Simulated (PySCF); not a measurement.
Vertical excitations of a molecule C4H8S from TDA-PBE/def2-SVPD in PySCF, as energy in eV (oscillator strength): 4.84 (0.000), 4.90 (0.006), 5.54 (0.018), 5.73 (0.021), 5.94 (0.003), 6.13 (0.001), 6.53 (0.001), 6.73 (0.039), 7.18 (0.028), 7.24 (0.016). Lowest triplet (TDA): 4.42 eV. Geometry optimised at B3LYP-D3(BJ)/def2-SVP. Other conformers were not sampled.

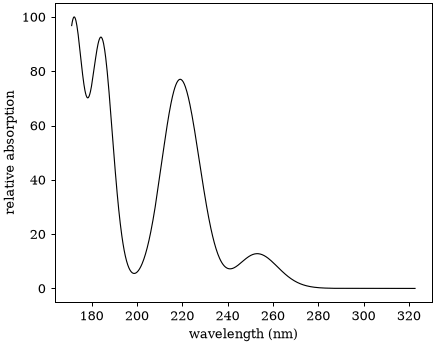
Fig. 1. The lines broadened by 0.4 eV.

**Question.** Identify the compound among the candidates.
(A) C1CCSC1
(B) C[C@H]1CCS1
(C) CSC1CC1
(D) C[C@@H]1C[C@H]1S

**Answer.** A, C1CCSC1
